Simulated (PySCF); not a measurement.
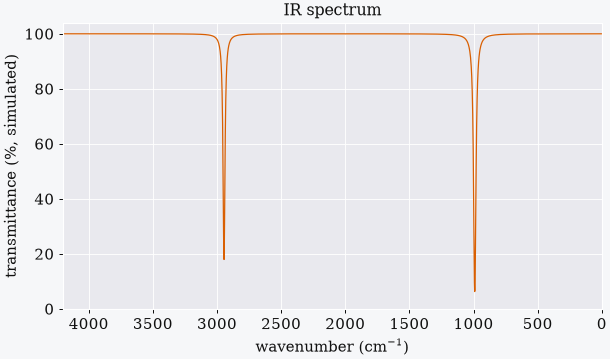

IR spectrum of BH₂⁺, singlet, at a minimum, with B as the central atom. Unscaled harmonic wavenumbers and double-harmonic intensities, PBE0/def2-TZVP in PySCF, isolated molecule. Structures are the lowest points that the searches found. Degenerate modes count as one line, with their intensities summed. Lorentzian lines of 12 cm⁻¹ full width. Close modes add up in the curve.

**What symmetry does the computed molecule have?**

The calculation gave D∞h. Its 4 modes give 3 distinct wavenumbers, 2 with an intensity of 0.05 km/mol or more.
```tsv
cm⁻¹	km/mol	symmetry
990.6	66.8	πu (×2)
2657.6	0.0	σg+
2945.6	41.2	σu+
```

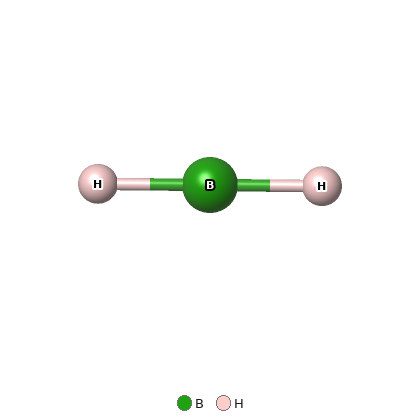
